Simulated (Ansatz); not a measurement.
Pressure series in LiAlH4

Take LiAlH4 (space group I4_1/a, No. 88; a cell from a computed database, its experimental status unchecked) as the base.

```xyz
12
Lattice="-2.2825 2.2825 5.1385 2.2825 -2.2825 5.1385 2.2825 2.2825 -5.1385" Properties=species:S:1:pos:R:3 pbc="T T T"
Li     2.2825     0.0000     2.5692
Li     0.0000     0.0000     5.1385
Al     0.0000     2.2825     2.5692
Al     0.0000     0.0000     0.0000
H      1.1300     0.7913     6.8613
H     -1.1300     1.4913     5.9849
H      1.1525     1.4913     1.7228
H      3.4125     0.7913     0.8464
H      0.7913     1.1525    -0.8464
H     -0.7913     1.1300     3.4157
H      1.4913     1.1300     4.2920
H      3.0738     1.1525    -1.7228
```

Cell and atoms are relaxed at each pressure.

Level of theory: plane-wave PAW DFT at the r2SCAN level (Ansatz, a program for electronic structure, 500 eV), without spin-orbit coupling.

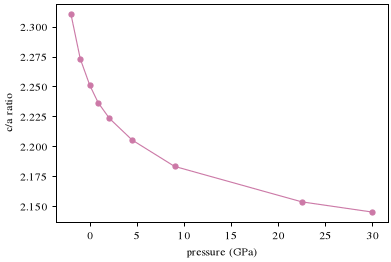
Fig. 1. c/a ratio against pressure

From the plot, what is the c/a ratio for pressure 22.5 GPa?

About 2.15.

Is the trend monotonic over the range shown?

Yes, it falls throughout, spanning 2.145 to 2.311.

Load acts through the strain it causes; cell and atoms are relaxed under it. No phonon test of stability was made. Competing high-pressure phases were not computed. The base started in C2/c and relaxed to I4_1/a at this level.
